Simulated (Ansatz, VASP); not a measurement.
# C: VASP beside Ansatz

Aim: how closely do two programs agree when they are given the same cell, functional and k mesh?

Main program and level: Ansatz 0.2.0; plane waves, with VASP 6.6.1 beside it; relaxation of cell and atoms at PBE and relaxation of cell and atoms at PBE with D3(BJ).

## 1. Set-up

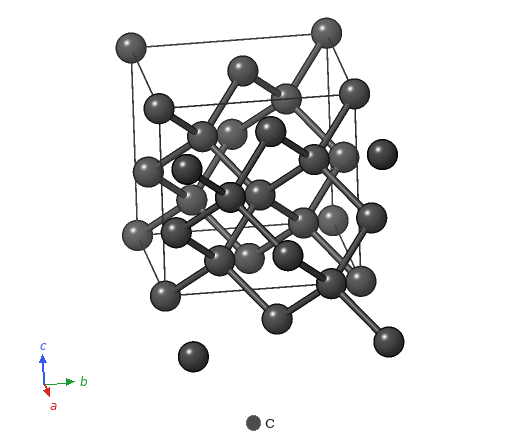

The cell as given, slightly off an axis (carbon dark grey). 2×1×1 cells are drawn. This picture shows the conventional cell, with its axes. Bonds to atoms that aren't drawn are left out. Some periodic images of atoms are drawn too.

## 2. VASP: relaxation of cell and atoms, PBE

The relaxed volume is the usual yardstick between codes: its relative difference is about their pressure difference at one cell divided by the bulk modulus.

Lines of VASP's logs that name or quote its potential files are left out, and so is its time.

File INCAR:

```
SYSTEM = C
PREC = Accurate
ENCUT = 560
EDIFF = 1E-06
NELM = 100
ISMEAR = -1
SIGMA = 0.05
LREAL = .FALSE.
ALGO = Normal
GGA = PE
NBANDS = 10
LORBIT = 11
LWAVE = .FALSE.
LCHARG = .FALSE.
KPAR = 2
IBRION = 2
NSW = 60
ISIF = 3
EDIFFG = -0.01
```

File POSCAR:

```
C
1.0
    0.0000000000      1.7833180000      1.7833180000
    1.7833180000      0.0000000000      1.7833180000
    1.7833180000      1.7833180000      0.0000000000
C
2
Direct
    0.7500000000      0.7500000000      0.7500000000
    0.5000000000      0.5000000000      0.5000000000
```

File KPOINTS:

```
Automatic mesh
0
Gamma
11 11 11
0 0 0
```

The projector-augmented-wave data sets are C (PBE family, release 64).

Launch:

```sh
$ mpirun -np 2 vasp_std
```

Numbers of over 12 decimals in the logs are rounded to 6 here.

Log:

```text
[banner, memory and clock lines left out]
running    2 mpi-ranks, on    1 nodes
 distrk:  each k-point on    1 cores,    2 groups
 distr:  one band on    1 cores,    1 groups

 POSCAR found type information on POSCAR C
 POSCAR found :  1 types and       2 ions
 LDA part: xc-table for (Slater+PW92), standard interpolation
 POSCAR, INCAR and KPOINTS ok, starting setup
 FFT: planning ... GRIDC
 FFT: planning ... GRID_SOFT
 FFT: planning ... GRID
 WAVECAR not read
 entering main loop
       N       E                     dE             d eps       ncg     rms          rms(c)
DAV:   1     0.253060656228E+01    0.25306E+01   -0.50967E+03  1160   0.815E+02
DAV:   2    -0.184908937310E+02   -0.21022E+02   -0.20326E+02  1554   0.136E+02
DAV:   3    -0.188246509444E+02   -0.33376E+00   -0.33322E+00  1324   0.140E+01
DAV:   4    -0.188253317811E+02   -0.68084E-03   -0.68080E-03  1196   0.691E-01
DAV:   5    -0.188253326873E+02   -0.90624E-06   -0.90600E-06  1270   0.247E-02    0.554E+00
DAV:   6    -0.183463028305E+02    0.47903E+00   -0.26707E-01  1154   0.388E+00    0.331E+00
DAV:   7    -0.181851011541E+02    0.16120E+00   -0.32250E-01  1226   0.432E+00    0.754E-01
DAV:   8    -0.181868438810E+02   -0.17427E-02   -0.77911E-03  1154   0.712E-01    0.434E-02
DAV:   9    -0.181868785640E+02   -0.34683E-04   -0.65867E-05  1366   0.694E-02    0.237E-02
DAV:  10    -0.181868984556E+02   -0.19892E-04   -0.15734E-05  1164   0.382E-02    0.500E-03
DAV:  11    -0.181868984992E+02   -0.43560E-07   -0.19913E-07   990   0.446E-03
   1 F= -.18186898E+02 E0= -.18186898E+02  d E =-.181869E+02
 curvature:   0.00 expect dE= 0.000E+00 dE for cont linesearch  0.000E+00
 trial: gam= 0.00000 g(F)=  0.128E-47 g(S)=  0.167E-02 ort = 0.000E+00 (trialstep = 0.100E+01)
 search vector abs. value=  0.167E-02
 bond charge predicted
       N       E                     dE             d eps       ncg     rms          rms(c)
DAV:   1    -0.181872507558E+02   -0.35230E-03   -0.33268E-02  1192   0.160E+00    0.165E-01
DAV:   2    -0.181868735835E+02    0.37717E-03   -0.39331E-04  1188   0.170E-01    0.928E-02
DAV:   3    -0.181867111044E+02    0.16248E-03   -0.25403E-04  1172   0.117E-01    0.130E-02
DAV:   4    -0.181867106909E+02    0.41350E-06   -0.32826E-06  1206   0.172E-02
   2 F= -.18186711E+02 E0= -.18186711E+02  d E =0.187808E-03
 trial-energy change:    0.000188  1 .order    0.000187   -0.001674    0.002049
 step:   0.4496(harm=  0.4496)  dis= 0.00000  next Energy=   -18.187275 (dE=-0.376E-03)
 bond charge predicted
       N       E                     dE             d eps       ncg     rms          rms(c)
DAV:   1    -0.181874296213E+02   -0.71852E-03   -0.10044E-02  1192   0.882E-01    0.910E-02
DAV:   2    -0.181873172999E+02    0.11232E-03   -0.11947E-04  1188   0.937E-02    0.511E-02
DAV:   3    -0.181872714071E+02    0.45893E-04   -0.76557E-05  1172   0.641E-02    0.710E-03
DAV:   4    -0.181872714894E+02   -0.82338E-07   -0.97395E-07  1026   0.940E-03
   3 F= -.18187271E+02 E0= -.18187271E+02  d E =-.372990E-03
 curvature:  -0.22 expect dE=-0.573E-08 dE for cont linesearch -0.573E-08
 trial: gam=-0.00389 g(F)=  0.180E-46 g(S)=  0.255E-07 ort = 0.653E-05 (trialstep = 0.890E+00)
 search vector abs. value=  0.100E-09
 reached required accuracy - stopping structural energy minimisation
```

OUTCAR, selected parts (step 2):

```text
ion  position               nearest neighbor table
   1  0.750  0.750  0.750-   2 1.54   2 1.54   2 1.54   2 1.54
   2  0.500  0.500  0.500-   1 1.54   1 1.54   1 1.54   1 1.54

  LATTYP: Found a face centered cubic cell.
 ALAT       =     3.5666360000

 Subroutine GETGRP returns: Found 48 space group operations
 (whereof 24 operations were pure point group operations)

The static configuration has the point symmetry T_d .
 The point group associated with its full space group is O_h .

 Found     56 irreducible k-points:

   k-points           NKPTS =     56   k-points in BZ     NKDIM =     56   number of bands    NBANDS=     10

   dimension x,y,z NGX =    20 NGY =   20 NGZ =   20
   dimension x,y,z NGXF=    40 NGYF=   40 NGZF=   40

   ENCUT  =  560.0 eV  41.16 Ry    6.42 a.u.   4.87  4.87  4.87*2*pi/ulx,y,z

   NELECT =       8.0000    total number of electrons

 k-points in reciprocal lattice and weights: Automatic mesh
   0.00000000  0.00000000  0.00000000       0.001
   0.09090909  0.00000000  0.00000000       0.006
   0.18181818  0.00000000  0.00000000       0.006
   0.27272727  0.00000000  0.00000000       0.006
   0.36363636  0.00000000  0.00000000       0.006
   0.45454545  0.00000000  0.00000000       0.006
   0.09090909  0.09090909  0.00000000       0.005
   0.18181818  0.09090909  0.00000000       0.018
   0.27272727  0.09090909  0.00000000       0.018
[...]
-0.36363636  0.45454545  0.18181818       0.018
  -0.27272727  0.45454545  0.18181818       0.018

 average (electrostatic) potential at core
       1 -45.4553       2 -45.4553

 E-fermi :  10.6141

 k-point     1 :       0.0000    0.0000    0.0000
  band No.  band energies     occupation
      1     -11.7525      2.00000
      2       9.6590      2.00000
      3       9.6590      2.00000
      4       9.6590      2.00000
      5      15.2357      0.00000
      6      15.2357      0.00000
      7      15.2357      0.00000
      8      22.8797      0.00000
      9      28.8920      0.00000
    ...

 k-point     2 :       0.0909    0.0000    0.0000
  band No.  band energies     occupation
      1     -11.5245      2.00000
      2       8.2394      2.00000
      3       9.2839      2.00000
      4       9.2839      2.00000
      5      15.7280      0.00000
      6      15.7280      0.00000
      7      16.0472      0.00000
      8      23.0797      0.00000
      9      29.2666      0.00000
    ...

 k-point     3 :       0.1818    0.0000    0.0000
  band No.  band energies     occupation
      1     -10.8437      2.00000
      2       5.4105      2.00000
      3       8.5049      2.00000
      4       8.5049      2.00000
      5      16.7440      0.00000
      6      16.7440      0.00000
      7      17.1848      0.00000
      8      23.6485      0.00000
      9      29.9883      0.00000
    ...

  Total        0.0005936      0.0005936      0.0005936      0.0000000      0.0000000      0.0000000
  in kB        0.0834307      0.0834307      0.0834307      0.0000000      0.0000000      0.0000000
  external PRESSURE =       0.0834307 kB  Pullay stress =       0.0000000 kB

  energy-cutoff  :      560.00
  volume of cell :       11.40
      direct lattice vectors                 reciprocal lattice vectors
    -0.000000000  1.786259424  1.786259424    -0.279914548  0.279914548  0.279914548
     1.786259424  0.000000000  1.786259424     0.279914548 -0.279914548  0.279914548
     1.786259424  1.786259424 -0.000000000     0.279914548  0.279914548 -0.279914548

 POSITION                                       TOTAL-FORCE (eV/Angst)
 -----------------------------------------------------------------------------------
      2.67939      2.67939      2.67939        -0.000000     -0.000000     -0.000000
      1.78626      1.78626      1.78626         0.000000      0.000000      0.000000
 -----------------------------------------------------------------------------------
    total drift:                                0.000000     -0.000000      0.000000

  FREE ENERGIE OF THE ION-ELECTRON SYSTEM (eV)
  ---------------------------------------------------
  free  energy   TOTEN  =       -18.1872714894 eV

  energy  without entropy=      -18.1872714894  energy(sigma->0) =      -18.18727149

 reached required accuracy - stopping structural energy minimisation

 total charge
# of ion       s       p       d       tot
------------------------------------------
    1        0.827   1.743   0.000   2.571
    2        0.827   1.743   0.000   2.571
--------------------------------------------------
tot          1.655   3.486   0.000   5.141

[... 3 further parts left out ...]
```

## 3. Ansatz: relaxation of cell and atoms, PBE

Ansatz runs on its default PAW (the set named soft_2) files.

The same cell, functional, mesh and smearing now go to Ansatz, which takes its cutoff from its data sets.

File input.yaml:

```yaml
crystal:
  lattice:
    - [0.0, 1.783318, 1.783318]
    - [1.783318, 0.0, 1.783318]
    - [1.783318, 1.783318, 0.0]
  atoms:
    - { symbol: C, position: [0.75, 0.75, 0.75] }
    - { symbol: C, position: [0.5, 0.5, 0.5] }
hamiltonian:
  xc: pbe
  pseudopotentials: { kind: paw }
kpoints:
  mp_grid: { grid: [11, 11, 11] }
scf:
  occupations: { method: fermi_dirac, width: 0.05 }
relax:
  f_tol: 0.01
  max_steps: 60
  cell: { stress_tol: 0.05 }
output:
  forces: true
  stress: true
  write_density: true
  write_potential: true
  elf: true
  volumetric_format: npy
```

Launch:

```sh
$ ansatz run input.yaml --threads 4 --pin off --max-ram 9216MiB --backend cpu --events-out ev --progress --plain --runs-dir out
```

Log:

```text
Engine: ansatz 0.2.0, aarch64-unknown-linux-gnu
Pseudopotentials: kind: paw
Pseudopotential: C, paw, valence charge 4, recommended cutoff 420 eV (normal), C.paw.azcp
Functional definition: PBE
  parameter kappa = 0.804
  parameter beta = 0.066725
  exchange = pbe_x(kappa = kappa, mu = beta*pi^2/3)
  correlation = pbe_c(beta = beta)
Crystal: 2 atoms, lattice volume = 11.343 Å³
Basis set: ecut = 420 eV, 229 PW (Γ), exchange–correlation on 36×36×36 points (8 copies of the dense FFT grid, shifted against one another)
Bands: 8, of which v1, the nominal top of the filled ones, is band 4 counted from 1 (3 counted from 0)
Symmetry: 48 space group operations
Space group: Fd-3m (ITA 227), of the structure as read, at distance tolerance 2.2e-5 Å
k-points: 56 of 1331
Non-local potential: C, projectors of the file, l = 0: 2, l = 1: 2, l = 2: 1
PAW form: soft (Blöchl's): semilocal exchange-correlation on the pseudo side does not see the compensation charge
PAW one-centre angular grid: C, 110 points (default); XC on 64 Gauss nodes
Initial density: superposition of atomic densities (neutral atoms: chi_scale 0, normalization atom), corrected by the library's trained network
Initial wavefunctions: pseudopotential atomic-orbital guess
Functional: x = pbe(κ = 0.804, μ = 0.219515), c = pbe(β = 0.066725)
SCF iter   1: F=—  HF=-501.615282 eV  |F-HF|=—  |Δ(HF+E_count)|=         —  Δρ=1.76e-3  dr2=9.16e-5  ethr=1.77e-3  ⟨swp⟩=4.6  Hψ=2884  notcnv=0
preconditioner: auto → none  [insulator: Δε(μ)=4.144 eV  Ē_g=19.633 eV  σ=0.050 eV  W_gap=1.00  n_scr=0 (ndim 8)  ℏωp=31.2 eV  f_vac=0.000  D(μ)=0.00/eV (n_scr^D=0)  ε∞_Penn≈3.5]
SCF iter   2: F=—  HF=-501.615420 eV  |F-HF|=—  |Δ(HF+E_count)|=   1.37e-4  Δρ=9.02e-4  dr2=2.49e-5  ethr=1.15e-6  ⟨swp⟩=2.0  Hψ=1097  notcnv=0
SCF iter   3: F=—  HF=-501.615472 eV  |F-HF|=—  |Δ(HF+E_count)|=   5.23e-5  Δρ=1.34e-4  dr2=1.28e-6  ethr=3.11e-7  ⟨swp⟩=2.1  Hψ=663  notcnv=0
SCF iter   4: F=—  HF=-501.615471 eV  |F-HF|=—  |Δ(HF+E_count)|=   4.26e-7  Δρ=6.14e-5  dr2=2.33e-7  ethr=1.61e-8  ⟨swp⟩=1.1  Hψ=466  notcnv=0
iter 5 did not close the SCF: its close was put off for the readings that it lacked (scf_convergence_deferred on its scf_iter line)
SCF iter   5: F=-501.615471 eV  HF=-501.615471 eV  |F-HF|=9.46e-11  |Δ(HF+E_count)|=   2.07e-8  Δρ=4.67e-6  dr2=1.04e-9  ethr=2.92e-9  ⟨swp⟩=2.5  Hψ=675  notcnv=0
SCF iter   6: F=-501.615471 eV  HF=-501.615471 eV  |F-HF|=6.71e-12  |Δ(HF+E_count)|=  1.03e-10  Δρ=5.53e-7  dr2=1.07e-11  ethr=1.30e-11  ⟨swp⟩=3.9  Hψ=1894  notcnv=0
SCF 1 converged in 6 iterations: F = -501.615471 eV  dr2 = 1.07e-11
  greatest PAW one-centre occupation: 0.644 electrons in one spin orbital (limit 2), on the C atom at site 1 (counted from 0), in its partial waves of l = 0
relax step   1: F+E_penalty+E_count = -501.61547140 eV  Δ(F+E_penalty+E_count) = +0.000e0 eV  max|allowed force component| = 3.701e-17 eV/Å  Δτ_max = 0.0000 Å  P = +1.811 GPa  Ω = 11.343 Å³  (6 SCF iters, accepted)
[...]
relax step   2: F+E_penalty+E_count = -501.61551019 eV  Δ(F+E_penalty+E_count) = -3.879e-5 eV  max|allowed force component| = 2.776e-16 eV/Å  Δτ_max = 0.0000 Å  P = +0.697 GPa  Ω = 11.371 Å³  energy of the carried Pulay correction = -1.818e-4 eV  (6 SCF iters, dr2 threshold 2.00e-7 eV, accepted)
[...]
relax step   3: F+E_penalty+E_count = -501.61543485 eV  Δ(F+E_penalty+E_count) = +7.534e-5 eV  max|allowed force component| = 1.642e-16 eV/Å  Δτ_max = 0.0000 Å  P = +0.003 GPa  Ω = 11.389 Å³  energy of the carried Pulay correction = -2.959e-4 eV  (6 SCF iters, dr2 threshold 2.00e-7 eV, accepted)
[...]
relax step   4: F+E_penalty+E_count = -501.61581001 eV  Δ(F+E_penalty+E_count) = -3.752e-4 eV  max|allowed force component| = 2.220e-16 eV/Å  Δτ_max = 0.0000 Å  P = +0.049 GPa  Ω = 11.389 Å³  stress off target by 4.93e-2 GPa  SCF on the basis re-selected at this cell (its energy is not comparable with the rows above)  (8 SCF iters)
basis re-selected at this cell: Δ(F+E_penalty+E_count) = -3.752e-4 eV, ΔP = +0.046 GPa vs the last step (what re-selecting the basis moved, of the pressure what is left beyond the Pulay correction that the steps carried, after the strain that the cell walked since its last selection, with what the two solves' SCF thresholds leave and, on support functions, any second-order correction that the steps lacked; it is no m [...]
SCF converged after 8 iterations
Free energy (F): -501.615810 eV
Harris-Foulkes:  -501.615810 eV  (|F-HF|=0.00e0)
Internal energy: -501.615810 eV  (E = F + TS)
E sigma→0 (E₀):  -501.615810 eV
Fermi energy:    15.291183 eV
--- Per-component energies (eV) ---
  E_band       = 34.331137
  E_kinetic    = 184.263021
  E_local      = -122.689207  (includes V_loc(G=0)·N_el)
  E_nonlocal   = 53.269889
  E_hartree    = 26.823940
  E_xc         = -97.360390
  E_vxc        = -120.863781  (∫ρ·V_xc dr)
  E_paw        = -198.420072  (= ΣΔE_a)
  E_vpaw       = -13.296684  (= ΣTr[D̂ρ^β])
  E_aug_tail   = 0.000018  (compensation charges beyond the density's cutoff)
  E_ewald      = -347.503010
  E_smearing   = -0.000000  (= −TS)
  E_closure    = 0.000000  (closes the sum)
  Σ components = -501.615810   (vs F -501.615810, Δ=0.00e0)
--- Forces (eV/Å), atoms counted from 1 ---
  atom   1  C      0.00000000     0.00000000     0.00000000
  atom   2  C     -0.00000000    -0.00000000    -0.00000000
  max |Σ_I F_I| component: 9.25e-17 eV/Å
--- Stress (GPa, compression-positive) ---
        0.049260      -0.000000      -0.000000
       -0.000000       0.049260       0.000000
       -0.000000       0.000000       0.049260
  P = ⅓ Tr σ = 0.0493 GPa (0.493 kbar)
--- Band table (eV; the first three rows and the last of 56) ---
  k-point 0: bands = ["-8.1807", "13.2454", "13.2454", "13.2454", "18.8283", "18.8283", "18.8283", "26.4333"]
  k-point 1: bands = ["-7.9526", "11.8229", "12.8685", "12.8685", "19.3209", "19.3209", "19.6406", "26.6350"]
  k-point 2: bands = ["-7.2717", "8.9916", "12.0867", "12.0867", "20.3371", "20.3371", "20.7746", "27.2088"]
  k-point 55: bands = ["0.6037", "1.7769", "4.3697", "5.9466", "22.3685", "24.5304", "25.7925", "26.1792"]
--- Relaxed structure (3 steps of the walk, 3 accepted, 1 SCFs on fresh bases) ---
  F+E_penalty+E_count = -501.61581001 eV   max|allowed force component| = 2.220e-16 eV/Å   (the final SCF, on the basis selected at the relaxed cell)
  cell:  # Å, volume = 11.3886 Å³
    - [0, 1.785722, 1.785722]
    - [1.785722, 0, 1.785722]
    - [1.785722, 1.785722, 0]
  atoms:
    - { symbol: C, position: [0.75, 0.75, 0.75] }
    - { symbol: C, position: [0.500000, 0.500000, 0.500000] }
```

Elapsed: 0.7 s, on 4 threads of Arm Neoverse V2, shared host; peak memory 0.26 GiB; 1.9 s of CPU time.

(Part 1 of 2 ends here.)

[Lines on the potential files, build, host, timing and source positions are cut from VASP's logs without a mark.]

[Logs are printed without paths, hosts, clocks, repeated set-up lines and the standing remarks that a program may print on its own settings, such as how far it seeks lower states.]

[Hosts, paths, dates, database ids (printed as entryN), source tags and the programs' standing remarks are cut or masked in the printed files.]
